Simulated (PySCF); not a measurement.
System: C6H8N2 (charge −1, doublet).

```xyz
16

C    -1.8419    1.4252    0.1055
C    -1.0866    0.5698   -0.6197
C    -0.4849   -0.7143   -0.1261
N    -1.1898   -1.3495    0.9976
C     0.8878   -0.2688    0.2343
C     1.9987   -0.4768   -0.5768
C     3.2275    0.0922   -0.3808
N     4.2962    0.5490   -0.2296
H    -2.0810    2.4154   -0.2508
H    -2.1916    1.1869    1.0989
H    -0.7557    0.8688   -1.6070
H    -0.4475   -1.4545   -0.9400
H    -1.0246   -0.7855    1.8273
H    -2.1907   -1.3146    0.8115
H     0.9673    0.4096    1.0744
H     1.9093   -1.1438   -1.4300
```

Geometry: GFN2-xTB.

Computed with UKS B3LYP, pcH-1 on C H N, non-relativistic, mean-field spin-orbit, GIAO (PySCF 2.14.0, density-fitted response routines).

What can the converged electron density, electron localisation function and spin density tell about the bonding?

C–N (1.17 Å): ρ at the midpoint is about 3.4 e/Å³; the ELF peaks at about 0.85 between the atoms: a short, multiple covalent bond.
C–C (1.37 Å): ρ is about 2.1 e/Å³ halfway; the ELF peaks at about 0.95 between the atoms (localised, covalent bonding).
C–C (1.49 Å): the density is about 1.7 e/Å³ at the midpoint; the ELF peaks at about 0.95 between the atoms: localised, covalent bonding.
C–H (1.10 Å): ρ is about 2 e/Å³ halfway; the ELF climbs to about 1 towards the hydrogen, as it does in any bond to H: an ordinary covalent bond to hydrogen.
The unpaired spin (1 electron) lies mostly on C5 (about 0.3), C6 (about 0.2), N8 (about 0.2) and C1 (about 0.2), in electrons by Hirshfeld's partition.

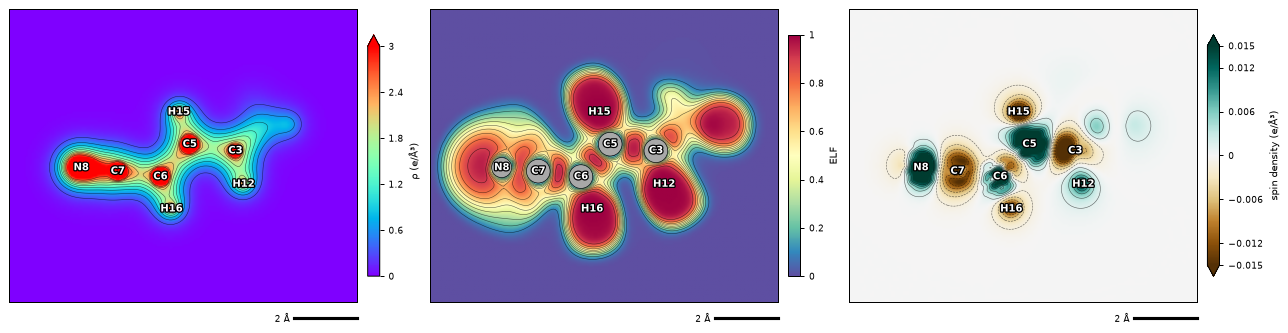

Computed electron density, electron localisation function and spin density on the plane of atoms C7, C6 and H16, in this order. Grey discs cover the atomic cores in the ELF map. 
